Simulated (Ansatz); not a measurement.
# F2 (fluorine) at B3LYP/6-31G(d) (spherical functions)

Aim: the electronic atomisation energy of F2 (fluorine) at B3LYP/6-31G* (spherical functions), from 2 runs. 

Program for the calculation: Ansatz 0.2.0.

18 further runs of the same task are left out: 18 set aside as unsound or not needed.

**1. The system as given**

F2: 2 atoms, total charge 0, spin state singlet. SMILES: `FF`. The coordinates come from a PBE0-D4/def2-TZVP relaxation.

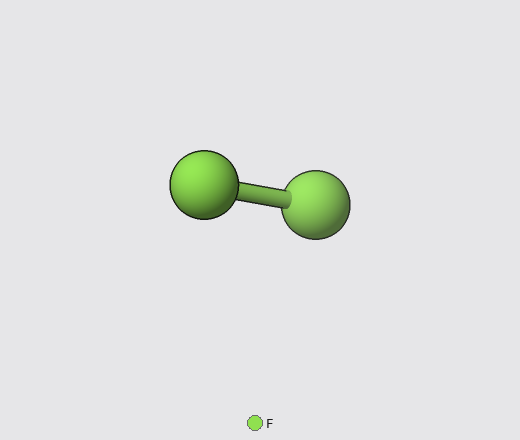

The structure, seen from a chosen angle (fluorine green).

**2. A single-point energy at B3LYP/6-31G(d) (spherical functions)**

File job.yaml:

```yaml
crystal:
  periodic: [false, false, false]
  atoms:
    - {symbol: F, position_ang: [-0.583900, 0.212400, -0.295000]}
    - {symbol: F, position_ang: [0.583900, -0.212400, 0.295000]}
basis:
  gaussian:
    orbitals: 6-31G_st_-spherical.json
hamiltonian:
  xc: {name: B3LYP}
accuracy: high
output: {orbitals: {seedname: orbitals}}
```

The basis set 6-31G* is read from a file made from the Basis Set Exchange's data (not shown).

The run is started by

```sh
$ ansatz run job.yaml --threads 1 --pin off --max-ram 3480MiB --events-out events.jsonl --progress --plain --runs-dir runs
```

Log:

```text
Warning: RAYON_NUM_THREADS=1 ignored (pool sized by the plan → 1); use --threads N
Functional definition: B3LYP
  name "B3LYP"
  parameter a0 = 0.2
  parameter ax = 0.72
  parameter ac = 0.81
  exchange = (1 - a0 - ax)*slater_x + ax*b88_x + a0*exact_x
  correlation = (1 - ac)*vwn_rpa_c + ac*lyp_c
481 factors; integrals over basis functions are off by at most 4.3e-9 eV
mean field evaluation 1: about -5428.2952 eV, gradient 1.3e1 eV
mean field evaluation 2: about -5428.4820 eV, gradient 5.9e0 eV
mean field evaluation 4: about -5428.5339 eV, gradient 3.7e-1 eV
mean field evaluation 8: about -5428.5290 eV, gradient 1.2e-4 eV
mean field evaluation 16: about -5428.5290 eV, gradient 3.7e-8 eV
mean field -5428.52897473 eV, -199.4947602323 hartree, gradient 3.7e-8 eV, S^2 0.000000; 0 other end points of the search recorded, 0 dependent functions left out
reference -5428.52898531 eV, -199.4947606209 hartree; 9, 9 occupied and 19, 19 virtual orbitals, 481 factors
Total energy: -5428.52898531 eV, -199.4947606209 hartree
```

Run time: 0.93 s. Hardware: 1 thread of Intel Xeon Platinum 8488C (Sapphire Rapids), shared host; peak memory 0.095 GiB.

**3. The F atom, same level**

File run.yaml:

```yaml
crystal:
  periodic: [false, false, false]
  atoms:
    - {symbol: F, position_ang: [0.000000, 0.000000, 0.000000]}
basis:
  gaussian: {orbitals: 6-31G_st_-spherical.json}
magnetization: {spin_polarized: true, initial_magnetization: 1}
hamiltonian: {xc: {name: B3LYP}}
accuracy: high
```

The basis set 6-31G* is read from a file made from the Basis Set Exchange's data (not shown).

Run the same way, it converges to -99.71458 Eh (log not shown).

**4. What came out**

At B3LYP/6-31G* (spherical functions):

| quantity | value |
| --- | --- |
| molecule: total energy | -199.49476 Eh |
| molecule: HOMO energy | -10.55 eV |
| molecule: LUMO energy | -2.94 eV |
| molecule: HOMO–LUMO gap | 7.61 eV |
| F atom: total energy | -99.71458 Eh |
| F atom: ⟨S²⟩ | 0.751 |
| electronic atomisation energy | 1.785 eV |

In words: Taking the molecule apart into free atoms costs 1.79 eV (172 kJ/mol), before zero-point energy and without spin-orbit coupling.
